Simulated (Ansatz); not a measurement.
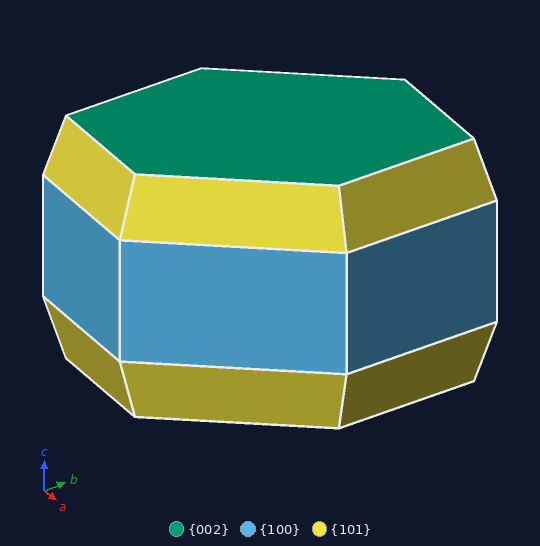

C, space group P6_3/mmc (No. 194), a = 2.445 Å, b = 2.445 Å, c = 6.657 Å, α = 90.00°, β = 90.00°, γ = 120.00°. Crystal habit computed by the BFDH rule (growth rate of a face proportional to 1/d, systematic absences taken into account). This is a geometric estimate, not an energy calculation. Source: coordinates from a relaxation with DFT LDA, scalar-relativistic, plane waves, PAW in Ansatz. Forms under 0.4 % of the area are left out.

Question: Which form makes up most of the surface, and how much?

Answer: {002}, with 2 faces and about 39 % of the area; its spacing is d = 3.328 Å.

Question: How many faces does the whole crystal have, by form?

Answer: 20 faces: 2 of {002}, 6 of {100} and 12 of {101}.
